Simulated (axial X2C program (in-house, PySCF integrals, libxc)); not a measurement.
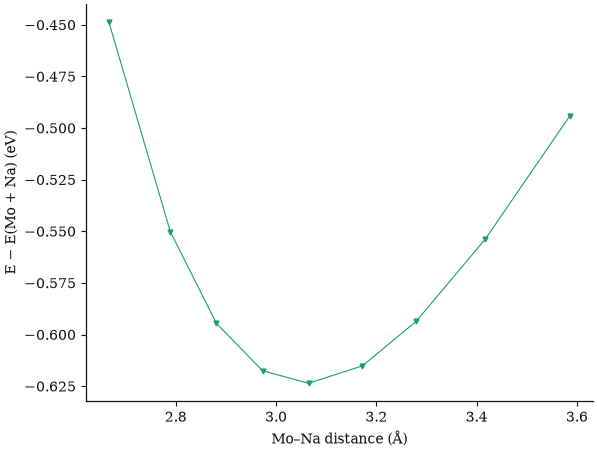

Energy at 9 bond lengths, for one set of occupations held fixed; the line joins the points. A polynomial of degree 6 through 9 points gives rₑ = 3.059 Å, ωₑ = 149.6 cm⁻¹, ωₑxₑ = 0.79 cm⁻¹ and Bₑ = 0.09673 cm⁻¹. The minimum lies 0.62 eV below Mo + Na, each computed as one determinant at the same level.

# MoNa: relativistic diatomic calculation

MoNa, single determinant with Ω = 5/2. Computed at this level: PBE0, two-component X2C with atomic mean-field Coulomb and Gaunt terms, Mo dyall-cv3z, Na dyall-cv3z (cores contracted) (axial X2C program (in-house, PySCF integrals, libxc)).

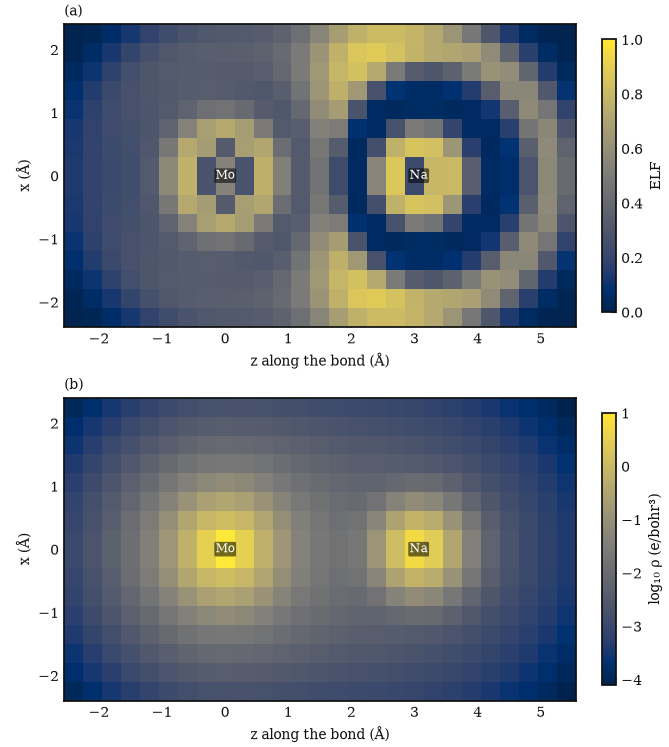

(a) electron localisation function; (b) electron density on a logarithmic scale, in a plane that holds the axis, at 3.06 Å, on points 0.3 Å apart (one half computed, the other mirrored); the structure near the nuclei is finer than these points.

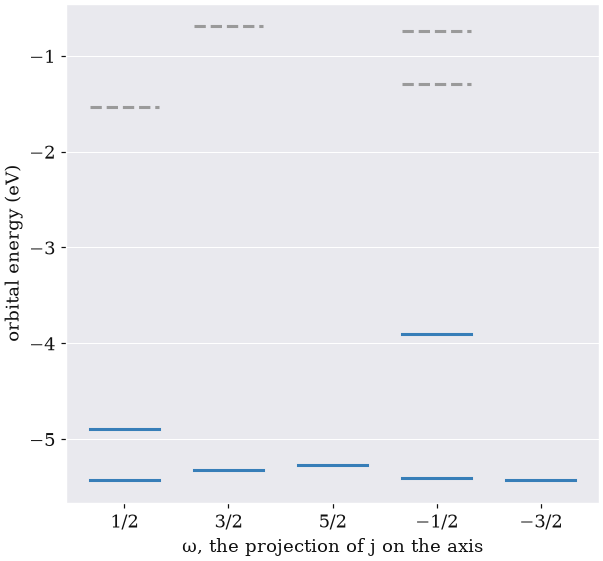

Orbital energies near the frontier at 3.06 Å, filled (solid) and empty (dashed). The highest filled spinor (−1/2; 57 % Na s, 29 % Mo s) lies at −3.90 eV, the lowest empty one (1/2; 44 % Mo p, 40 % Na s) at −1.54 eV.

These pictures come from the run below.

**Input**
```
{"zs": [42, 11], "q": 0, "bas": ["dyall-cv3z", "dyall-cv3z"], "levels": ["PBE0", "HF", "M06"], "cc": true, "r0": 2.93, "thr": -1.0, "nmax": 90, "npts": 10, "nst": 2, "ntry": 6}
```

The line is the task of a batch: nuclear charges, charge, bases, the levels to run, a first guess of the distance and further settings. This report covers PBE0 with spin-orbit coupling. The log is that of the reference distance 3.065 Å, started from orbitals converged before.

The run was one of a batch that the task file lists, launched with:
```bash
python <driver script> task.json out
```

**Log**
```
two-component X2C + atomic mean field  PBE0
basis functions 226  fitting functions 1006  grid points 5087
iter        total energy     max residual
   1      -4208.893094401     4.96e-05
   2      -4208.893094401     2.32e-05
   3      -4208.893094406     5.43e-06
converged
one-electron -5969.68343022  Coulomb 1821.81444891  exact exchange -34.16121045  xc functional -104.71418674  nuclear repulsion 79.76504778  atomic mean-field constant -1.91376369
```

**The points of the curve**

| R (Å) | E (hartree) | dipole (D; origin at the first atom, positive when the second is positive) | highest filled (eV) | lowest empty (eV) |
| --- | --- | --- | --- | --- |
| 2.667 | −4208.886663 | 2.07 | −3.93 | −1.45 |
| 2.789 | −4208.890398 | 2.20 | −3.92 | −1.48 |
| 2.881 | −4208.892029 | 2.29 | −3.92 | −1.50 |
| 2.973 | −4208.892872 | 2.36 | −3.91 | −1.52 |
| 3.065 | −4208.893094 | 2.42 | −3.90 | −1.54 |
| 3.172 | −4208.892784 | 2.48 | −3.89 | −1.56 |
| 3.280 | −4208.891992 | 2.51 | −3.88 | −1.58 |
| 3.417 | −4208.890526 | 2.52 | −3.86 | −1.61 |
| 3.586 | −4208.888333 | 2.50 | −3.85 | −1.63 |

**Summary**

| quantity | value |
| --- | --- |
| outcome | converged |
| bond length rₑ | 3.059 Å |
| ωₑ | 149.6 cm⁻¹ |
| energy at the minimum | −4208.89310 hartree |
| depth below the fragments | 0.62 eV |
| hardware | 1 thread of AMD EPYC (Zen 3), 24 GiB of memory available, shared host |
| wall time | 11 s |
| peak memory | 0.53 GiB |

**Notes**

Limits: 9 of the 10 points asked for were kept.
